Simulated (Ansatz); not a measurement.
Si4H9Cl: geometry relaxation (part 2 of 2)

The same run, continued: Si4H9Cl; RKS r2SCAN/STO-3G (Ansatz 0.2.0). It belongs to a series of runs on one base structure; here: start relaxed.

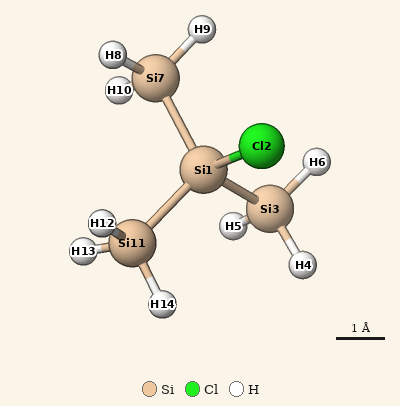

Figure 1. The geometry at step 15 of the log (ball-and-stick view, seen at a tilt; atoms are numbered from 1 in the order of the input).

Trajectory as extended XYZ, continued
```
14
Properties=species:S:1:pos:R:3:forces:R:3 step=8 energy=-43678.10872
Si   -0.0025   -0.0445   -0.0964    0.0032  -0.0067   0.0031
Cl   -0.0095   -0.2061    2.0379    0.0016   0.0023   0.0199
Si    2.1747    0.0371   -0.7133    0.1508  -0.0106  -0.0139
H     2.8447   -1.2207   -0.4379   -0.0633   0.1325  -0.0255
H     2.2588    0.2936   -2.1394   -0.0043  -0.0218   0.1070
H     2.8690    1.1036   -0.0160   -0.0601  -0.1041  -0.0780
Si   -1.0927    1.8750   -0.6025   -0.1555   0.1623  -0.0120
H    -2.5244    1.7426   -0.3792    0.2304   0.0294  -0.0298
H    -0.5909    2.9787    0.1982   -0.0717  -0.1303  -0.1198
H    -0.8810    2.1909   -2.0061   -0.0257  -0.0389   0.1752
Si   -1.0761   -1.8837   -0.8744   -0.1370  -0.1713  -0.0811
H    -2.0940   -2.3232    0.0687    0.1711   0.0724  -0.1799
H    -1.7252   -1.5682   -2.1396    0.1145  -0.0679   0.2002
H    -0.1415   -2.9749   -1.1024   -0.1541   0.1528   0.0347
14
Properties=species:S:1:pos:R:3:forces:R:3 step=9 energy=-43678.11531
Si   -0.0008   -0.0429   -0.0945   -0.0055   0.0234   0.0435
Cl   -0.0048   -0.1979    2.0396   -0.0012  -0.0357   0.0446
Si    2.1773    0.0344   -0.7126    0.0148   0.0165  -0.0285
H     2.8473   -1.2170   -0.4305   -0.0222   0.0384  -0.0079
H     2.2471    0.2781   -2.1384    0.0243  -0.0126   0.0266
H     2.8747    1.1048   -0.0327   -0.0209  -0.0303  -0.0250
Si   -1.1002    1.8758   -0.5875   -0.0067   0.0382  -0.0636
H    -2.5245    1.7503   -0.3547    0.0782  -0.0027  -0.0067
H    -0.5937    2.9888    0.1883   -0.0173  -0.0584  -0.0382
H    -0.8920    2.1654   -1.9921   -0.0426   0.0252   0.0530
Si   -1.0724   -1.8800   -0.8825   -0.0615  -0.0965  -0.0295
H    -2.1068   -2.3069    0.0391    0.0681   0.0343  -0.0767
H    -1.6942   -1.5749   -2.1575    0.0548  -0.0133   0.0859
H    -0.1476   -2.9779   -1.0865   -0.0623   0.0734   0.0225
14
Properties=species:S:1:pos:R:3:forces:R:3 step=10 energy=-43678.12136
Si    0.0014   -0.0455   -0.0894    0.0029   0.0030   0.0090
Cl    0.0054   -0.2240    2.0444   -0.0015  -0.0053  -0.0060
Si    2.1756    0.0387   -0.7205   -0.0004  -0.0014  -0.0020
H     2.8546   -1.1998   -0.4128    0.0010   0.0022   0.0013
H     2.2479    0.2517   -2.1500   -0.0005  -0.0027  -0.0017
H     2.8655    1.1265   -0.0647    0.0004   0.0032  -0.0030
Si   -1.1028    1.8721   -0.5767   -0.0010  -0.0015   0.0017
H    -2.5156    1.7500   -0.2954    0.0013   0.0004   0.0062
H    -0.5701    2.9860    0.1748    0.0019   0.0016  -0.0008
H    -0.9468    2.1595   -1.9863   -0.0050  -0.0002  -0.0015
Si   -1.0697   -1.8773   -0.8889    0.0001  -0.0003   0.0012
H    -2.1633   -2.2551   -0.0224   -0.0047   0.0046  -0.0074
H    -1.6074   -1.5843   -2.1999    0.0086  -0.0027  -0.0046
H    -0.1651   -2.9984   -1.0147   -0.0032  -0.0007   0.0075
14
Properties=species:S:1:pos:R:3:forces:R:3 step=11 energy=-43678.12081 accepted=F
Si    0.0049   -0.0516   -0.0855   -0.0036  -0.0159   0.0208
Cl    0.0213   -0.2698    2.0459   -0.0035   0.0150  -0.0329
Si    2.1739    0.0463   -0.7319    0.0312   0.0076  -0.0157
H     2.8812   -1.1642   -0.3746   -0.0177   0.0273  -0.0053
H     2.2329    0.1970   -2.1713   -0.0001  -0.0023   0.0357
H     2.8460    1.1773   -0.1296   -0.0142  -0.0280  -0.0182
Si   -1.1097    1.8670   -0.5440   -0.0538   0.0304  -0.0190
H    -2.5057    1.7653   -0.1701    0.0802   0.0090  -0.0149
H    -0.5172    2.9895    0.1509   -0.0231  -0.0205  -0.0275
H    -1.0416    2.1236   -1.9699    0.0001  -0.0128   0.0865
Si   -1.0643   -1.8729   -0.9078   -0.1610  -0.1632  -0.1006
H    -2.2758   -2.1521   -0.1447    0.2746   0.0466  -0.1918
H    -1.4398   -1.6130   -2.2944    0.0813  -0.0903   0.2981
H    -0.1967   -3.0423   -0.8755   -0.1904   0.1972  -0.0151
14
Properties=species:S:1:pos:R:3:forces:R:3 step=12 energy=-43678.12438
Si    0.0038   -0.0474   -0.0874    0.0075   0.0057  -0.0044
Cl    0.0121   -0.2438    2.0447    0.0009  -0.0011  -0.0095
Si    2.1752    0.0434   -0.7268    0.0122  -0.0069   0.0043
H     2.8644   -1.1827   -0.3920    0.0022   0.0075  -0.0024
H     2.2440    0.2244   -2.1612   -0.0066  -0.0024   0.0065
H     2.8579    1.1514   -0.0972   -0.0042  -0.0029  -0.0050
Si   -1.1052    1.8713   -0.5592   -0.0259   0.0080  -0.0070
H    -2.5090    1.7564   -0.2312    0.0146   0.0053   0.0006
H    -0.5462    2.9924    0.1626    0.0026  -0.0110  -0.0016
H    -0.9942    2.1445   -1.9766   -0.0025  -0.0079   0.0169
Si   -1.0655   -1.8745   -0.8985   -0.0552  -0.0691  -0.0302
H    -2.2162   -2.2068   -0.0849    0.0464   0.0260  -0.0356
H    -1.5264   -1.6055   -2.2461    0.0313  -0.0007   0.0529
H    -0.1853   -3.0231   -0.9486   -0.0234   0.0497   0.0144
14
Properties=species:S:1:pos:R:3:forces:R:3 step=13 energy=-43678.12594
Si    0.0051   -0.0496   -0.0865   -0.0250  -0.0221  -0.0129
Cl    0.0192   -0.2597    2.0441   -0.0021   0.0063  -0.0016
Si    2.1750    0.0429   -0.7324   -0.0298   0.0234  -0.0071
H     2.8785   -1.1684   -0.3786    0.0037  -0.0165   0.0064
H     2.2318    0.1974   -2.1698    0.0068  -0.0006  -0.0065
H     2.8491    1.1697   -0.1286    0.0081   0.0077   0.0007
Si   -1.1134    1.8669   -0.5461    0.0412  -0.0001   0.0234
H    -2.5064    1.7655   -0.1748   -0.0072  -0.0045   0.0067
H    -0.5209    2.9837    0.1541   -0.0113   0.0227  -0.0055
H    -1.0415    2.1311   -1.9670    0.0003  -0.0061   0.0026
Si   -1.0641   -1.8723   -0.9067   -0.0264  -0.0475  -0.0380
H    -2.2672   -2.1565   -0.1479    0.1024   0.0193  -0.0805
H    -1.4382   -1.6160   -2.2863    0.0313  -0.0502   0.1225
H    -0.1975   -3.0345   -0.8759   -0.0921   0.0683  -0.0103
14
Properties=species:S:1:pos:R:3:forces:R:3 step=14 energy=-43678.12724
Si    0.0065   -0.0501   -0.0855    0.0203   0.0042  -0.0221
Cl    0.0224   -0.2646    2.0447    0.0033   0.0024  -0.0102
Si    2.1741    0.0467   -0.7377   -0.0115  -0.0021   0.0116
H     2.8759   -1.1623   -0.3722    0.0179  -0.0120   0.0019
H     2.2350    0.1880   -2.1764   -0.0089   0.0001  -0.0039
H     2.8487    1.1781   -0.1433    0.0045   0.0082   0.0037
Si   -1.1113    1.8688   -0.5360   -0.0237  -0.0237   0.0116
H    -2.4974    1.7578   -0.1415   -0.0095   0.0168  -0.0013
H    -0.5191    2.9961    0.1474    0.0097   0.0008   0.0034
H    -1.0657    2.1254   -1.9596    0.0047  -0.0082   0.0048
Si   -1.0592   -1.8725   -0.9109   -0.0859  -0.0642  -0.0542
H    -2.2893   -2.1264   -0.1845    0.1164   0.0180  -0.0796
H    -1.3925   -1.6323   -2.3043    0.0343  -0.0374   0.1327
H    -0.2187   -3.0526   -0.8428   -0.0717   0.0971   0.0016
14
Properties=species:S:1:pos:R:3:forces:R:3 step=15 energy=-43678.12880
Si    0.0079   -0.0505   -0.0858   -0.0094   0.0011   0.0086
Cl    0.0264   -0.2673    2.0444    0.0015  -0.0093  -0.0101
Si    2.1749    0.0483   -0.7394    0.0039   0.0065  -0.0175
H     2.8853   -1.1570   -0.3763   -0.0034  -0.0044   0.0062
H     2.2281    0.1871   -2.1789   -0.0026   0.0002   0.0017
H     2.8487    1.1839   -0.1514   -0.0034   0.0035   0.0050
Si   -1.1148    1.8674   -0.5262   -0.0123   0.0120  -0.0202
H    -2.4997    1.7705   -0.1216    0.0135  -0.0085   0.0019
H    -0.5104    2.9953    0.1462    0.0069  -0.0041   0.0003
H    -1.0782    2.1167   -1.9517   -0.0012   0.0000   0.0120
Si   -1.0585   -1.8705   -0.9145   -0.0716  -0.1051  -0.0433
H    -2.3079   -2.1087   -0.2199    0.0826   0.0303  -0.0383
H    -1.3574   -1.6571   -2.3178    0.0327   0.0059   0.0858
H    -0.2349   -3.0579   -0.8096   -0.0371   0.0717   0.0076
14
Properties=species:S:1:pos:R:3:forces:R:3 step=16 energy=-43678.13033
Si    0.0083   -0.0525   -0.0881   -0.0148  -0.0108   0.0055
Cl    0.0307   -0.2779    2.0411    0.0031  -0.0008  -0.0060
Si    2.1735    0.0513   -0.7460    0.0082  -0.0019  -0.0068
H     2.8879   -1.1511   -0.3784   -0.0075   0.0132  -0.0027
H     2.2236    0.1860   -2.1863    0.0015  -0.0003   0.0101
H     2.8421    1.1919   -0.1609   -0.0017  -0.0063  -0.0035
Si   -1.1171    1.8655   -0.5196   -0.0199   0.0236   0.0021
H    -2.4954    1.7721   -0.0897    0.0332  -0.0007  -0.0083
H    -0.4955    2.9908    0.1426   -0.0091  -0.0066  -0.0104
H    -1.1038    2.1141   -1.9460    0.0007  -0.0069   0.0226
Si   -1.0576   -1.8719   -0.9171   -0.0210  -0.0567  -0.0226
H    -2.3335   -2.0750   -0.2643    0.0455   0.0171  -0.0234
H    -1.2979   -1.6764   -2.3325    0.0107  -0.0063   0.0442
H    -0.2559   -3.0668   -0.7575   -0.0289   0.0434  -0.0008
14
Properties=species:S:1:pos:R:3:forces:R:3 step=17 energy=-43678.13111
Si    0.0082   -0.0560   -0.0908    0.0069   0.0038   0.0134
Cl    0.0380   -0.2912    2.0371    0.0022  -0.0045   0.0003
Si    2.1713    0.0555   -0.7540    0.0216  -0.0039  -0.0025
H     2.8925   -1.1436   -0.3869   -0.0154   0.0224  -0.0079
H     2.2176    0.1898   -2.1946    0.0025  -0.0016   0.0130
H     2.8369    1.1995   -0.1711   -0.0052  -0.0120  -0.0068
Si   -1.1193    1.8643   -0.5061   -0.0354   0.0228  -0.0080
H    -2.4894    1.7745   -0.0477    0.0488   0.0049  -0.0175
H    -0.4832    2.9939    0.1360   -0.0121  -0.0258  -0.0139
H    -1.1333    2.1028   -1.9345   -0.0048  -0.0003   0.0308
Si   -1.0554   -1.8743   -0.9233   -0.0136  -0.0412  -0.0080
H    -2.3658   -2.0230   -0.3256    0.0514  -0.0066  -0.0376
H    -1.2203   -1.7120   -2.3542    0.0037  -0.0173   0.0600
H    -0.2884   -3.0802   -0.6868   -0.0505   0.0592  -0.0156
14
Properties=species:S:1:pos:R:3:forces:R:3 step=18 energy=-43678.13149
Si    0.0088   -0.0558   -0.0904   -0.0038   0.0025   0.0020
Cl    0.0410   -0.2945    2.0371    0.0014   0.0035  -0.0025
Si    2.1712    0.0583   -0.7560    0.0159  -0.0134  -0.0025
H     2.8911   -1.1413   -0.3900   -0.0053   0.0138  -0.0051
H     2.2177    0.1929   -2.1963   -0.0020  -0.0003   0.0072
H     2.8382    1.2012   -0.1733   -0.0069  -0.0064  -0.0014
Si   -1.1196    1.8643   -0.5051   -0.0262   0.0210   0.0121
H    -2.4859    1.7758   -0.0378    0.0281   0.0050  -0.0102
H    -0.4780    2.9919    0.1342   -0.0103  -0.0134  -0.0106
H    -1.1440    2.1058   -1.9324    0.0039  -0.0093   0.0178
Si   -1.0556   -1.8743   -0.9221   -0.0140  -0.0568  -0.0306
H    -2.3757   -2.0176   -0.3457    0.0486   0.0104  -0.0204
H    -1.2003   -1.7236   -2.3562    0.0062  -0.0083   0.0542
H    -0.2994   -3.0829   -0.6683   -0.0354   0.0517  -0.0102
14
Properties=species:S:1:pos:R:3:forces:R:3 step=19 energy=-43678.13183
Si    0.0093   -0.0560   -0.0900   -0.0003  -0.0104   0.0017
Cl    0.0436   -0.2959    2.0373    0.0019   0.0016  -0.0005
Si    2.1711    0.0587   -0.7580   -0.0039   0.0071   0.0012
H     2.8935   -1.1401   -0.3970   -0.0002  -0.0016   0.0013
H     2.2156    0.1986   -2.1976   -0.0008   0.0003  -0.0003
H     2.8351    1.2010   -0.1717    0.0047  -0.0013  -0.0011
Si   -1.1203    1.8641   -0.5020    0.0000   0.0009   0.0031
H    -2.4843    1.7785   -0.0311   -0.0009  -0.0011   0.0013
H    -0.4763    2.9926    0.1317   -0.0002  -0.0006  -0.0021
H    -1.1484    2.1007   -1.9293    0.0010  -0.0008  -0.0013
Si   -1.0541   -1.8750   -0.9223   -0.0219  -0.0245  -0.0238
H    -2.3804   -2.0068   -0.3606    0.0190   0.0073  -0.0060
H    -1.1834   -1.7335   -2.3576    0.0057   0.0006   0.0242
H    -0.3114   -3.0869   -0.6544   -0.0043   0.0227   0.0024
14
Properties=species:S:1:pos:R:3:forces:R:3 step=20 energy=-43678.13200
Si    0.0093   -0.0571   -0.0899   -0.0046   0.0077   0.0021
Cl    0.0471   -0.2990    2.0370   -0.0010  -0.0023   0.0010
Si    2.1702    0.0607   -0.7602   -0.0140   0.0022  -0.0046
H     2.8918   -1.1398   -0.4048    0.0060  -0.0090   0.0020
H     2.2107    0.2047   -2.1994    0.0030   0.0004  -0.0050
H     2.8381    1.2000   -0.1728    0.0004   0.0037   0.0035
Si   -1.1221    1.8630   -0.4977    0.0198  -0.0102   0.0004
H    -2.4827    1.7801   -0.0185   -0.0158  -0.0028   0.0060
H    -0.4728    2.9919    0.1288    0.0024   0.0083   0.0018
H    -1.1578    2.0950   -1.9252   -0.0028   0.0047  -0.0102
Si   -1.0543   -1.8751   -0.9245    0.0025  -0.0028  -0.0041
H    -2.3907   -1.9909   -0.3849    0.0081   0.0014  -0.0037
H    -1.1553   -1.7478   -2.3629    0.0025  -0.0001   0.0133
H    -0.3220   -3.0857   -0.6276   -0.0066  -0.0011  -0.0026
14
Properties=species:S:1:pos:R:3:forces:R:3 step=21 energy=-43678.13207
Si    0.0095   -0.0576   -0.0896    0.0067   0.0047  -0.0035
Cl    0.0496   -0.3020    2.0370    0.0000   0.0008  -0.0001
Si    2.1693    0.0619   -0.7631   -0.0077   0.0008   0.0035
H     2.8911   -1.1395   -0.4108    0.0065  -0.0082   0.0010
H     2.2101    0.2094   -2.2019   -0.0015   0.0005  -0.0042
H     2.8373    1.1995   -0.1727    0.0019   0.0038   0.0022
Si   -1.1225    1.8625   -0.4951    0.0072  -0.0124   0.0011
H    -2.4799    1.7787   -0.0068   -0.0156   0.0021   0.0047
H    -0.4707    2.9936    0.1249    0.0049   0.0053   0.0043
H    -1.1681    2.0927   -1.9226   -0.0006   0.0005  -0.0086
Si   -1.0528   -1.8760   -0.9248   -0.0037   0.0098  -0.0021
H    -2.3980   -1.9759   -0.4038    0.0087  -0.0045  -0.0077
H    -1.1308   -1.7572   -2.3653   -0.0014  -0.0057   0.0121
H    -0.3347   -3.0901   -0.6077   -0.0054   0.0024  -0.0027
```

The run was set up as follows.

The input
```yaml
crystal:
  periodic: [false, false, false]
  atoms:
    - { symbol: Si, position_ang: [0.0, 0.0, 0.0] }
    - { symbol: Cl, position_ang: [0.0, 0.0, 2.13] }
    - { symbol: Si, position_ang: [2.0935, 0.0, -0.7393] }
    - { symbol: H, position_ang: [2.5508, -1.3762, -0.9079] }
    - { symbol: H, position_ang: [2.1573, 0.6939, -2.0222] }
    - { symbol: H, position_ang: [2.951, 0.6823, 0.2255] }
    - { symbol: Si, position_ang: [-1.0456, 1.8115, -0.7393] }
    - { symbol: H, position_ang: [-2.4302, 1.478, -1.0607] }
    - { symbol: H, position_ang: [-1.0215, 2.8436, 0.2931] }
    - { symbol: H, position_ang: [-0.3743, 2.3069, -1.9374] }
    - { symbol: Si, position_ang: [-1.0456, -1.8115, -0.7393] }
    - { symbol: H, position_ang: [-1.7029, -2.4846, 0.3772] }
    - { symbol: H, position_ang: [-2.0454, -1.4265, -1.7311] }
    - { symbol: H, position_ang: [-0.0777, -2.7173, -1.3511] }
basis:
  gaussian: { orbitals: STO-3G }
hamiltonian:
  xc: r2scan
relax:
  f_tol: 0.02
  max_steps: 40
```

Command:
```bash
ansatz run input.yaml --threads 1 --pin off --max-ram 2048MiB --backend cpu --events-out ev --progress --plain --runs-dir out
```

Summary

```tsv
quantity	value
outcome	converged
total energy	−43678.1321 eV
mean-field energy	−43678.1321 eV
largest force (length of the vector) at the end	0.016 eV/Å
hardware	1 thread of Arm Neoverse V2, 24 GiB of memory available, shared host
wall time	2.1 min
peak memory	0.15 GiB
```
